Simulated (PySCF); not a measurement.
**One shape, several levels: C4H7N (SMILES C=C/N=C\C)**

Wanted: a comparison of 4 runs (BLYP/def2-SVP, PBE/6-31G**, MP2/6-31G*, MP2/pcseg-1) of C4H7N. 

The results are computed with PySCF 2.14.0.

### Step 1. The structure to begin with

C4H7N has 12 atoms, charge 0, and is taken as a singlet. SMILES: `C=C/N=C\C`. Geometry: relaxed at GFN2-xTB. This is one conformer, not always the lowest.

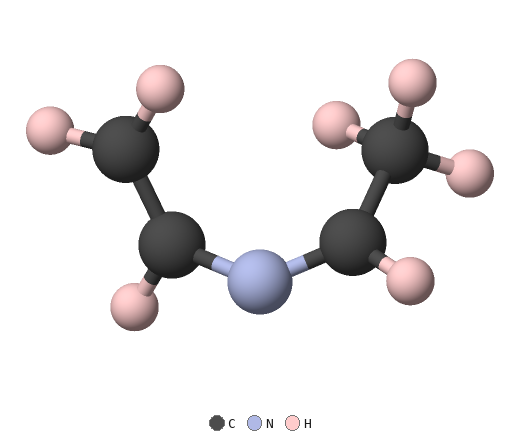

Viewed from a chosen angle; carbon dark grey, nitrogen light blue, hydrogen pink.

### Step 2. Energy and gradient at BLYP/def2-SVP (run 1)

input.py reads:

```python
from pyscf import gto, dft

mol = gto.M(
    atom='''
C   -1.856080   0.382890  -0.066260
C   -1.217810  -0.697220   0.373520
N   -0.046410  -0.701470   1.087460
C    1.071100  -0.259850   0.722210
C    1.454310   0.284830  -0.616440
H   -2.842800   0.316940  -0.487450
H   -1.430940   1.367100   0.035200
H   -1.675200  -1.678360   0.320730
H    1.865360  -0.303900   1.462910
H    1.665080   1.350040  -0.525090
H    0.652410   0.142710  -1.337410
H    2.360970  -0.203710  -0.969380
''',
    verbose=4,
    max_memory=1860,
    charge=0,
    basis='def2-svp',
    spin=0,
)

calc0 = dft.RKS(mol, xc='blyp')
calc0.grids.level = 5
calc0.conv_tol = 1e-10
calc0.kernel()
if not calc0.converged:
    calc0 = calc0.newton().run(calc0.mo_coeff, calc0.mo_occ)

e_tot = calc0.e_tot
print(f'total energy: {e_tot:.8f} hartree')
grad = calc0.nuc_grad_method().kernel()
calc0.analyze()
```

Started as:

```bash
$ OMP_NUM_THREADS=1 python input.py
```

Standard output:

```text
PySCF version 2.14.0

[... 113 lines left out ...]
MO #5   energy= -9.90486467168639  occ= 2
[... 19 lines left out ...]
MO #25  energy= 0.0962575159284778 occ= 0
[... 19 lines left out ...]
MO #45  energy= 0.609954093968792  occ= 0
[... 19 lines left out ...]
MO #65  energy= 1.46883431917572   occ= 0
[... 19 lines left out ...]
MO #85  energy= 2.18422015914685   occ= 0
[... 19 lines left out ...]
MO #105 energy= 3.4415250147269    occ= 0
[... 120 lines left out ...]
Dipole moment(X, Y, Z, Debye):  1.07448,  0.44900, -1.12483
```

Run time: 56 s. Hardware: 1 thread of Intel Xeon at 2.70GHz, shared host; peak memory 1.1 GiB.

### Step 3. Energy and forces at PBE/6-31G(d,p) (spherical functions) (run 2)

calc.py reads:

```python
from pyscf import gto, dft

mol = gto.M(
    atom='''
C     -3.507483     0.723557    -0.125213
C     -2.301327    -1.317555     0.705851
N     -0.087702    -1.325586     2.055002
C      2.024086    -0.491045     1.364779
C      2.748248     0.538251    -1.164903
H     -5.372113     0.598930    -0.921147
H     -2.704085     2.583445     0.066518
H     -3.165669    -3.171641     0.606092
H      3.525020    -0.574288     2.764499
H      3.146545     2.551206    -0.992276
H      1.232876     0.269683    -2.527339
H      4.461587    -0.384956    -1.831863
''',
    charge=0,
    verbose=4,
    unit='bohr',
    basis='6-31g**',
    max_memory=1860,
)

calc0 = dft.RKS(mol, xc='pbe')
calc0.conv_tol = 1e-10
calc0.grids.level = 5
calc0.kernel()
if not calc0.converged:
    calc0 = calc0.newton().run(calc0.mo_coeff, calc0.mo_occ)

energy = calc0.e_tot
print(f'total energy: {energy:.8f} hartree')
grad = calc0.nuc_grad_method().kernel()
dip = calc0.dip_moment()
pop, q = calc0.mulliken_pop()
```

Started as:

```bash
$ OMP_NUM_THREADS=1 python calc.py
```

Standard output:

```text
PySCF version 2.14.0

[... 87 lines left out ...]
converged SCF energy = -211.063203000189
total energy: -211.06320300 hartree
[... 12 lines left out ...]
Dipole moment(X, Y, Z, Debye):  1.03867,  0.48309, -1.17583
[... 118 lines left out ...]
charge of   11H =      0.13941
```

Wall time 51 s (1 thread of Intel Xeon at 2.70GHz, shared host); peak memory 1.1 GiB.

Run 3 isn't shown in full; the table further down has it.

### Step 4. Energy and forces at MP2/pcseg-1 (run 4)

job.py reads:

```python
from pyscf import gto, scf, mp

mol = gto.M(
    atom='''
C       -1.856080       0.382890      -0.066260
C       -1.217810      -0.697220       0.373520
N       -0.046410      -0.701470       1.087460
C        1.071100      -0.259850       0.722210
C        1.454310       0.284830      -0.616440
H       -2.842800       0.316940      -0.487450
H       -1.430940       1.367100       0.035200
H       -1.675200      -1.678360       0.320730
H        1.865360      -0.303900       1.462910
H        1.665080       1.350040      -0.525090
H        0.652410       0.142710      -1.337410
H        2.360970      -0.203710      -0.969380
''',
    max_memory=1860,
    basis='pcseg-1',
    charge=0,
    verbose=4,
)

hf = scf.RHF(mol)
hf.conv_tol = 1e-10
hf.kernel()
if not hf.converged:
    hf = hf.newton().run(hf.mo_coeff, hf.mo_occ)

pt = mp.MP2(hf, frozen=5).run()
etot = pt.e_tot
print('Final energy', etot)
grad = pt.nuc_grad_method().kernel()
dip = hf.dip_moment()
pop, q = hf.mulliken_pop()
```

Started as:

```bash
$ OMP_NUM_THREADS=1 python job.py
```

Standard output:

```text
PySCF version 2.14.0

[... 72 lines left out ...]
converged SCF energy = -209.891902816228
[... 8 lines left out ...]
Final energy -210.59733983937153
[... 8 lines left out ...]
Dipole moment(X, Y, Z, Debye):  1.35944,  0.67727, -1.59136
[... 118 lines left out ...]
charge of   11H =      0.11859
```

It took 26 s on 1 thread of Intel Xeon at 2.70GHz, shared host; peak memory 0.69 GiB.

### Step 5. The series

```csv
run,level,integration grid,frozen core orbitals,energy (Eh),dipole moment (D) of the reference,HOMO energy (eV),LUMO energy (eV),wall time
1,BLYP/def2-SVP,5,–,-211.081881,1.62,-4.88,-1.19,56 s
2,PBE/6-31G** (spherical functions),5,–,-211.063203,1.64,-4.89,-1.16,51 s
3,MP2/6-31G* (spherical functions),–,5,-210.605272,1.95,-8.86,4.07,25 s
4,MP2/pcseg-1,–,5,-210.597340,2.20,-9.04,3.56,26 s
```

### Step 6. What came out

| quantity | value |
| --- | --- |
| run 4: total energy | -210.59734 Eh |
| run 4: dipole moment (Hartree–Fock density) | 2.20 D |
| run 4: HOMO energy (Hartree–Fock orbitals) | -9.04 eV |
| run 4: LUMO energy (Hartree–Fock orbitals) | 3.56 eV |
| run 4: HOMO–LUMO gap (Hartree–Fock orbitals) | 12.60 eV |
| run 4: correlation energy (5 core orbitals frozen) | -705.4 mEh |
| run 4: largest force on an atom | 1.763 eV/Å |

**Reading.** Totals of different functionals can't be ranked against each other. All runs together took 2.6 min, the longest 56 s.
